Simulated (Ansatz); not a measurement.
Strength of the C–Sn bond: SnH2(CH3)(GeH3) → GeH3(SnH2) + CH3

Gas-phase species: SnH2(CH3)(GeH3), singlet; GeH3(SnH2), doublet; CH3 (methyl radical) `[CH3]`, doublet. 

Shapes, held fixed at every level: PBE0-D4/def2-TZVP. Programs: Ansatz 0.2.0. The zero-point and thermal change to 298 K, harmonic and unscaled (PBE0-D4/def2-TZVP), is -15.4 kJ/mol.

| level | kind | ΔH(298 K) (kJ/mol) | less CCSD(T)/def2-TZVPP |
| --- | --- | --- | --- |
| MP2/def2-SVP | perturbation theory | +271.3 | -9.0 |
| MP2/def2-TZVPP | perturbation theory | +294.6 | +14.3 |
| BHLYP-D4/def2-TZVPP | global hybrid | +257.8 | -22.5 |
| PBE0-D4/def2-TZVPP | global hybrid | +272.5 | -7.8 |
| r2SCAN0-D4/def2-TZVPP | global hybrid | +252.6 | -27.7 |
| wB97X-V/def2-TZVPP | range-separated hybrid | +288.7 | +8.4 |
| B2PLYP/def2-TZVPP | double hybrid | +267.4 | -12.9 |
| CCSD(T)/def2-TZVPP | coupled cluster or CI | +280.3 | 0.0 |

The highest level, CCSD(T)/def2-TZVPP, gives ΔH(298 K) = +280.3 kJ/mol; the levels span +252.6 to +294.6. The column of differences is taken from that level and isn't an error. No measured value is set beside it here. Open shells run unrestricted. For atoms past krypton def2 sets carry core potentials with scalar relativity. Relativity is left out for Ge. Outer-core shells of Ge, Sn are correlated, in sets that cover them unevenly.

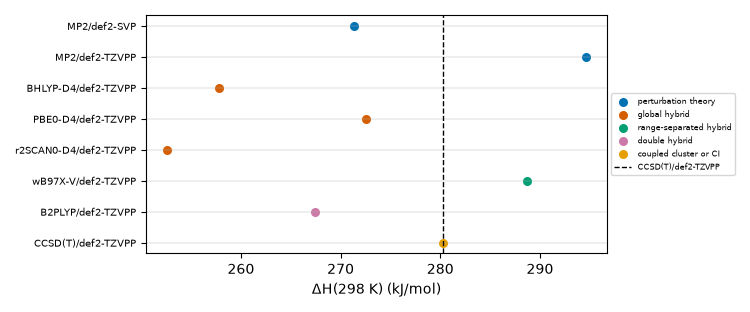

The values of the table, level by level.
